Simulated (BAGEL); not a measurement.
**A workflow on GeH2Cl2O (SMILES [OH][GeH]([Cl])[Cl])**

We compute the energy (HF/def2-SV(P)), then a single-point energy (NEVPT2(2,2)/def2-SV(P)), then the energy (CASPT2(2,2)/def2-SV(P)) of GeH2Cl2O. 

The calculation is run with BAGEL 1.2.2.

1 further run of the same task is left out (set aside as unsound or not needed).

## 1. The molecule

GeH2Cl2O: 6 atoms, total charge 0, spin state singlet. As SMILES, `[OH][GeH]([Cl])[Cl]`. The O1–Ge2 distance was set to 2.803 Å, away from the relaxed value. At this shape a bond of the SMILES string is far longer than usual.

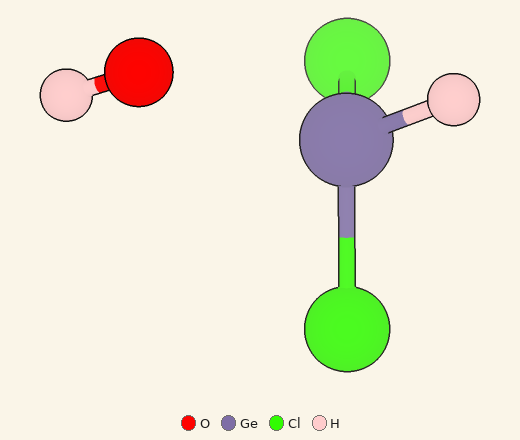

The structure, seen from a chosen angle (oxygen red, germanium purple, chlorine green, hydrogen pink).

## 2. A single-point energy at HF/def2-SV(P) (density fitting with svp-jkfit) (run 1)

Contents of input.json:

```json
{ "bagel": [

{
  "title": "molecule",
  "basis": "def2-sv_p_.json",
  "df_basis": "svp-jkfit",
  "geometry": [
    { "atom": "O", "xyz": [ -0.41264060,  4.07213114, -2.28668199 ] },
    { "atom": "Ge", "xyz": [ -0.12358809, -0.28119125,  0.71601723 ] },
    { "atom": "Cl", "xyz": [  3.68213135, -1.63007776,  0.79689751 ] },
    { "atom": "Cl", "xyz": [ -2.36669300, -3.21366825, -0.92105251 ] },
    { "atom": "H", "xyz": [  0.13046669,  3.80945921, -4.00028564 ] },
    { "atom": "H", "xyz": [ -1.04690827,  0.38720488,  3.35558668 ] }
  ]
},
{
  "title": "hf"
},
{
  "title": "print",
  "file": "orbitals.molden",
  "orbitals": true
}

]}
```

The basis set def2-SV(P) is read from a file made from the Basis Set Exchange's data (not shown).

Run with:

```bash
$ BAGEL_NUM_THREADS=1 BAGEL input.json > input.out
```

The log of the run:

```text
* using 1 threads per process

  ===============================================================
  ===============================================================

  *** Geometry ***

  { "atom" : "O", "xyz" : [     -0.412641,      4.072131,     -2.286682 ] },
  { "atom" : "Ge", "xyz" : [     -0.123588,     -0.281191,      0.716017 ] },
  { "atom" : "Cl", "xyz" : [      3.682131,     -1.630078,      0.796898 ] },
  { "atom" : "Cl", "xyz" : [     -2.366693,     -3.213668,     -0.921053 ] },
  { "atom" : "H", "xyz" : [      0.130467,      3.809459,     -4.000286 ] },
  { "atom" : "H", "xyz" : [     -1.046908,      0.387205,      3.355587 ] },

  Number of auxiliary basis functions:      635

  Since a DF basis is specified, we compute 2- and 3-index integrals:
    o Being stored without compression. Storage requirement is 0.038 GB

  Number of basis functions:       86
  Number of electrons      :       76

    * METHOD: MOLECULE                             0.40

  *** RHF ***

  === Nuclear Repulsion ===
   429.8738792773

      * DIIS with orbital gradients will be used.

  === RHF iteration (def2-sv_p_.json) ===
      0      -3069.37981469          0.01993660           0.16
      1      -3069.09074319          0.02884388           0.15
      2      -3069.70412596          0.00256149           0.15
[... 12 lines of this table left out ...]
     15      -3069.71304160          0.00000001           0.15
    * SCF iteration converged.

    * Permanent dipole moment:
           (   -0.055189,     1.042810,    -0.755831) a.u.

    * METHOD: HF                                   2.76

    * METHOD: PRINT                                0.02

  ===============================================================
```

It took 3.3 s on 1 thread of Arm Neoverse V1, shared host; peak memory 0.17 GiB.

## 3. A single-point energy at NEVPT2(2,2)/def2-SV(P) (density fitting with svp-jkfit) (run 2)

Contents of input.json:

```json
{ "bagel" : [

{
  "title" : "molecule",
  "basis" : "def2-sv_p_.json",
  "df_basis" : "svp-jkfit",
  "angstrom" : "false",
  "geometry" : [
    { "atom" : "O", "xyz" : [ -0.41264060,  4.07213114, -2.28668199 ] },
    { "atom" : "Ge", "xyz" : [ -0.12358809, -0.28119125,  0.71601723 ] },
    { "atom" : "Cl", "xyz" : [  3.68213135, -1.63007776,  0.79689751 ] },
    { "atom" : "Cl", "xyz" : [ -2.36669300, -3.21366825, -0.92105251 ] },
    { "atom" : "H", "xyz" : [  0.13046669,  3.80945921, -4.00028564 ] },
    { "atom" : "H", "xyz" : [ -1.04690827,  0.38720488,  3.35558668 ] }
  ]
},
{ "title" : "hf" },
{ "title" : "nevpt2", "nstate" : 1, "nact" : 2, "nclosed" : 37, "active" : [38, 39], "maxiter" : 200, "natocc" : "true", "ncore" : 20 },
{ "title" : "print", "file" : "orbitals.molden", "orbitals" : "true" }

]}
```

The basis set def2-SV(P) is read from a file made from the Basis Set Exchange's data (not shown).

Run with:

```bash
$ BAGEL_NUM_THREADS=1 BAGEL input.json > input.out
```

The log of the run:

```text
* using 1 threads per process

  ===============================================================
  ===============================================================

  *** Geometry ***

[... 30 lines left out ...]
    * SCF iteration converged.
[... 1 line left out ...]
    * Permanent dipole moment:
[... 28 lines left out ...]
    * Second-order optimization converged. *
[... 9 lines left out ...]
     * ci vector, state   0, <S^2> = 0.0000
       2.     0.9096530754
       .2    -0.4153688509

  === DF-NEVPT2 calculation ===

    * 3-index integral transformation done
    * assembly done

      NEVPT2 correlation energy:   -0.6213192148      0.18

          (+0)     -0.5259483218
          (+0)'    -0.0235167192
          (+1)     -0.0204334529
          (+1)'    -0.0000000000
          (+2)     -0.0005806625
          (-1)     -0.0494269611
          (-1)'     0.0000000000
          (-2)     -0.0014130973

      NEVPT2 total energy:       -3070.4043958368

    * METHOD: NEVPT2                              12.55

    * METHOD: PRINT                                0.02

  ===============================================================
```

Run time: 16 s. Hardware: 1 thread of Arm Neoverse V1, shared host; peak memory 0.17 GiB.

## 4. A single-point energy at CASPT2(2,2)/def2-SV(P) (density fitting with svp-jkfit) (run 3)

Contents of input.json:

```json
{ "bagel": [

{
  "title": "molecule",
  "basis": "def2-sv_p_.json",
  "df_basis": "svp-jkfit",
  "angstrom": "false",
  "geometry": [
    { "atom": "O", "xyz": [    -0.41264060,     4.07213114,    -2.28668199 ] },
    { "atom": "Ge", "xyz": [    -0.12358809,    -0.28119125,     0.71601723 ] },
    { "atom": "Cl", "xyz": [     3.68213135,    -1.63007776,     0.79689751 ] },
    { "atom": "Cl", "xyz": [    -2.36669300,    -3.21366825,    -0.92105251 ] },
    { "atom": "H", "xyz": [     0.13046669,     3.80945921,    -4.00028564 ] },
    { "atom": "H", "xyz": [    -1.04690827,     0.38720488,     3.35558668 ] }
  ]
},

{
  "title": "hf"
},

{
  "title": "casscf",
  "nstate": 1,
  "nact": 2,
  "nclosed": 37,
  "active": [38, 39],
  "maxiter": 200,
  "natocc": "true"
},

{
  "title": "print",
  "file": "orbitals.molden",
  "orbitals": "true"
},

{
  "title": "smith",
  "method": "caspt2",
  "ms": "true",
  "xms": "true",
  "sssr": "true",
  "shift": 0.2,
  "shift_imag": "true",
  "ncore": 20
}

]}
```

The basis set def2-SV(P) is read from a file made from the Basis Set Exchange's data (not shown).

Run with:

```bash
$ BAGEL_NUM_THREADS=1 BAGEL input.json > input.out
```

The log of the run:

```text
* using 1 threads per process

  ===============================================================
  ===============================================================

  *** Geometry ***

[... 32 lines left out ...]
    * Permanent dipole moment:
[... 37 lines left out ...]
     * ci vector, state   0, <S^2> = 0.0000
[... 21 lines left out ...]
       #      aibj      arbs      arbi      airj      risj      airs      arst      rist         Etot      error   time
[... 8 lines left out ...]
      ------------------------------------------------------------------------------------------------------------------

    * CASPT2 energy : state  0    -3070.4109351535
        w/o shift correction      -3070.4079508770
        reference weight              0.8394385658

    * METHOD: SMITH                                0.79

  ===============================================================
```

It took 17 s on 1 thread of Arm Neoverse V1, shared host; peak memory 0.22 GiB.

## 5. Results

| quantity | value |
| --- | --- |
| run 1, HF/def2-SV(P): total energy | -3069.71304 Eh |
| run 1, HF/def2-SV(P): dipole moment | 3.28 D |
| run 1, HF/def2-SV(P): HOMO energy | -10.09 eV |
| run 1, HF/def2-SV(P): LUMO energy | -0.53 eV |
| run 1, HF/def2-SV(P): HOMO–LUMO gap | 9.56 eV |
| run 2, NEVPT2(2,2)/def2-SV(P): total energy | -3070.40440 Eh |
| run 3, CASPT2(2,2)/def2-SV(P): total energy | -3070.41094 Eh |

What this shows: One bond (run 1, HF/def2-SV(P)) is far stretched, which a spin-restricted single reference describes badly; a broken-symmetry solution may lie lower.
